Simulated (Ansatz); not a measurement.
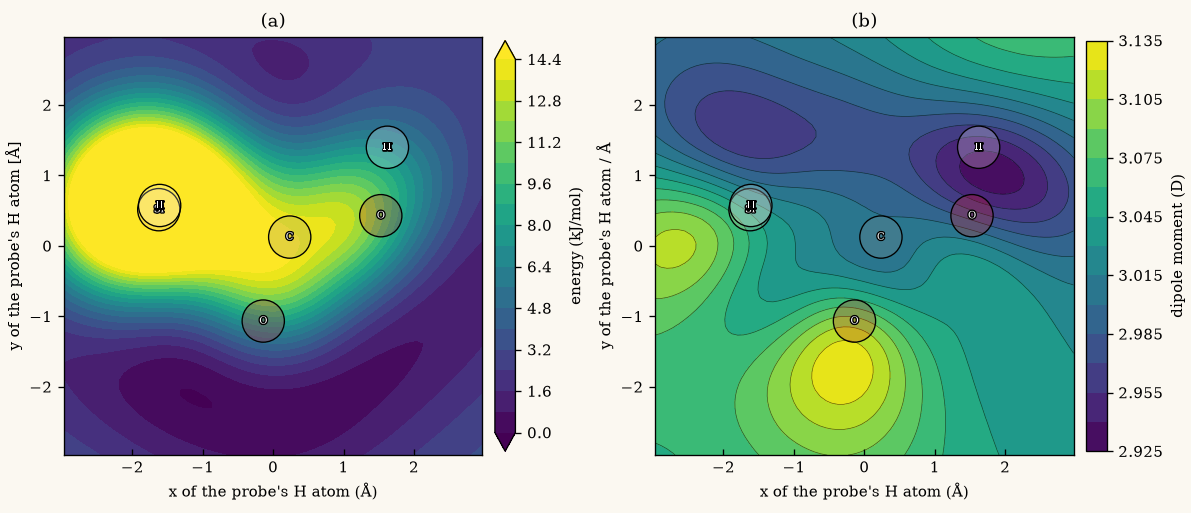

CH₂O₂Si (SMILES OC1=[SiH]O1) with the probe H2. The probe is moved over a plane parallel to the molecule's main plane, 2.11 Å above it. Coordinates scanned: (1) x of the probe's H atom; (2) y of the probe's H atom. Nothing is relaxed (molecule and probe rigid, the probe upright with H nearest the plane). Grid: 19 × 19 points. Points are written as (first, second). All energies are given in kJ/mol relative to the lowest grid point. Level of theory: Ansatz 0.2.0, RKS PBE-D4/def2-SVPD.

Panel (a) is the energy; panel (b) is the computed dipole moment, in D.

Drawn: filled contours, labelled circles for the molecule's atoms, projected on the plane, one colour for all values above the top of the scale. Between grid points the surface is interpolated.

How does the dipole moment vary over the map, and what is it at the lowest grid point?

Answer. Leaving out the highest fifth of the energies, it runs from 2.93 D at (1.98 Å, 0.99 Å) to 3.13 D at (−0.33 Å, −1.65 Å). At the lowest grid point, (−0.99 Å, −2.31 Å), it is 3.10 D.
